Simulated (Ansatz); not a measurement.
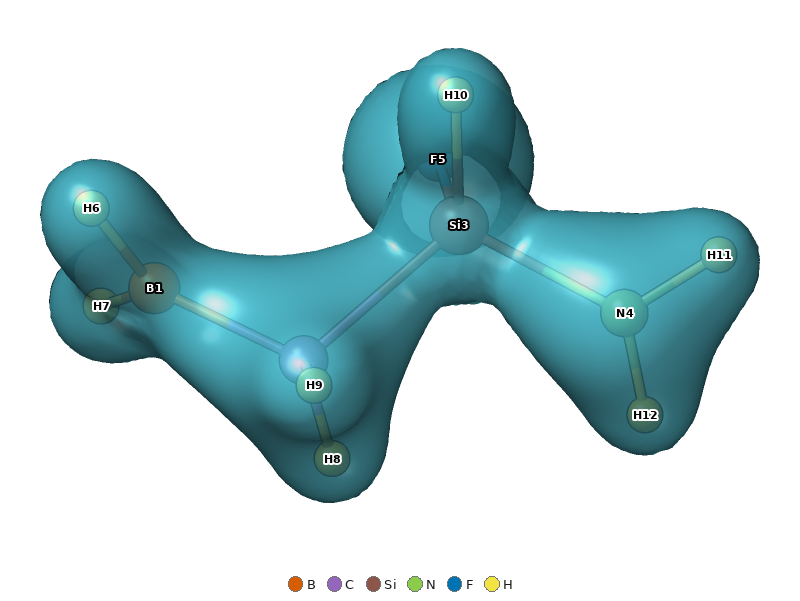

Figure. CH$_{7}$BFNSi. Isosurface of the electron density at 0.5 e/Å³ (cyan), seen across its widest extent.

Geometry: PBE0-D4/def2-TZVP.

Theory: Ansatz 0.2.0, RKS PBE0-D4/def2-TZVPP.

```yaml
atoms:
  - { symbol: B, position_ang: [-0.4824, 1.7559, 1.0179] }
  - { symbol: C, position_ang: [-0.6803, 0.2675, 0.6894] }
  - { symbol: Si, position_ang: [0.6671, -0.3124, -0.4719] }
  - { symbol: N, position_ang: [0.3237, -1.8941, -0.9844] }
  - { symbol: F, position_ang: [0.7384, 0.7489, -1.6768] }
  - { symbol: H, position_ang: [0.2905, 2.0881, 1.8715] }
  - { symbol: H, position_ang: [-1.0554, 2.6064, 0.4021] }
  - { symbol: H, position_ang: [-1.6223, 0.0434, 0.1772] }
  - { symbol: H, position_ang: [-0.5558, -0.3954, 1.5531] }
  - { symbol: H, position_ang: [2.0160, -0.3207, 0.1354] }
  - { symbol: H, position_ang: [1.0359, -2.4684, -1.4045] }
  - { symbol: H, position_ang: [-0.5985, -2.1743, -1.2750] }
```

Q: How is the density connected at this value?

A: At this value the surface is in one piece. It bridges the sampled C–B (1.54 Å), Si–F (1.61 Å), Si–N (1.70 Å) and C–Si (1.87 Å) contacts, where the density stays above the isovalue. On the grid the lowest density along these lines, outside the cores, is 1.3 e/Å³ (C–B, 1.54 Å), 0.99 e/Å³ (Si–F, 1.61 Å), 1 e/Å³ (Si–N, 1.70 Å) and 0.8 e/Å³ (C–Si, 1.87 Å).
